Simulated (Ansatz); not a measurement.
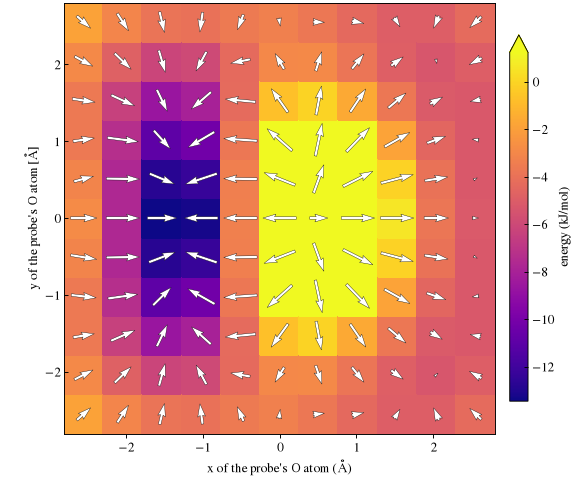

Energy landscape of C₂H₂Si (SMILES C1=[Si]=C1) with the probe H2O. 
- The probe is moved over a plane parallel to the molecule's main plane, 2.70 Å above it.
- The first coordinate is: x of the probe's O atom; the second: y of the probe's O atom.
- Nothing is relaxed (molecule and probe rigid, the probe upright with O nearest the plane).
- The scan uses an 11 × 11 grid; 79 points were computed and 42 follow by symmetry.
- Points are written as (first, second).
- All energies are given in kJ/mol relative to molecule and probe far apart, each relaxed in its own basis (no counterpoise correction).
- Level of theory: RKS B3LYP-D4/def2-SVPD (Ansatz).

In the figure: one coloured cell a grid point, arrows along the force (downhill), their lengths compressed, one colour for all values above the top of the scale. 

What does the map say about the system?

Answer. The lowest grid point is at (−1.53 Å, 0.00 Å), −13.5 kJ/mol from molecule and probe far apart, each relaxed in its own basis (no counterpoise correction). The bottom of the well lies between grid points, at about (−1.27 Å, 0.00 Å), about 1 kJ/mol lower on the interpolated surface. There is a further well near (2.04 Å, −2.04 Å) (8.1 kJ/mol above the lowest at that grid point). The highest grid point, (0.51 Å, 0.00 Å), lies 25.3 kJ/mol above the lowest. Near the minimum the curvatures are about 0.079 and 0.37 eV/Å² along the soft and the stiff direction.

The input of one point:

```yaml
crystal:
  periodic: [false, false, false]
  atoms:
    - { symbol: C, position_ang: [0.57095, 0.672943, 0.0] }
    - { symbol: Si, position_ang: [-1.14192, -8.0e-06, 0.0] }
    - { symbol: C, position_ang: [0.57097, -0.672935, 0.0] }
    - { symbol: H, position_ang: [1.337715, 1.451412, -8.0e-06] }
    - { symbol: H, position_ang: [1.337893, -1.451254, 1.6e-05] }
    - { symbol: O, position_ang: [-1.53, 0.0, 2.7] }
    - { symbol: H, position_ang: [-2.296786, 0.0, 3.284554] }
    - { symbol: H, position_ang: [-0.763214, 0.0, 3.284554] }
basis:
  gaussian: { orbitals: def2-SVPD }
hamiltonian:
  xc: { name: B3LYP }
  dispersion: d4
output:
  forces: true
```

The whole map (79 points run) took 5.8 min on 1 thread of Arm Neoverse V2 (shared host).
